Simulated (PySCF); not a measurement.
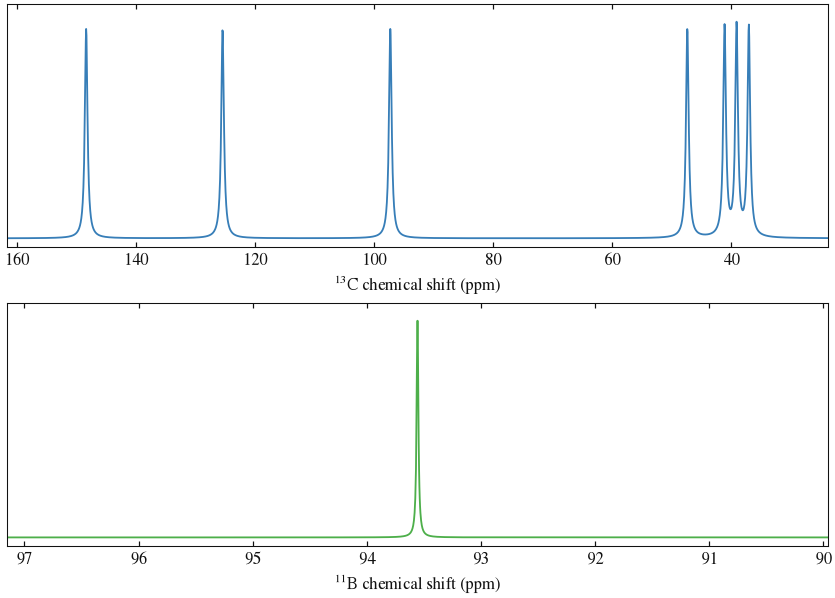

GIAO shifts, PBE0/pcSseg-1 (IEF-PCM benzene), PySCF, at a PBE0-D3(BJ)/def2-SVP geometry (no frequency check), against TMS for ¹³C and BF₃.OEt₂ for ¹¹B computed at the same level. fully decoupled, line heights follow the number of nuclei, widths are arbitrary (no quadrupolar broadening); values of one conformer, averaged over methyl-type rotors and exact or near symmetry; other conformers aren't averaged in.

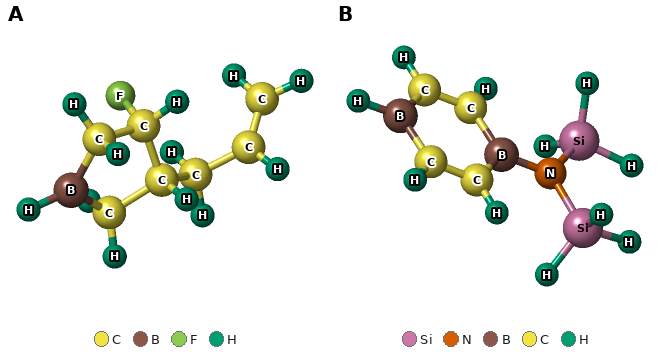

> Which structure fits the spectrum? The candidates are drawn in the second picture.

Structure A, C₇H₁₂BF, SMILES C=CC[C@@H]1CBC[C@@H]1F. Its ¹³C signals: 148.3 (1 C), 125.4 (1 C), 97.2 (1 C), 47.4 (1 C), 41.1 (1 C), 39.1 (1 C), 37.0 (1 C) ppm. Its ¹¹B signals: 93.6 (1 B) ppm.
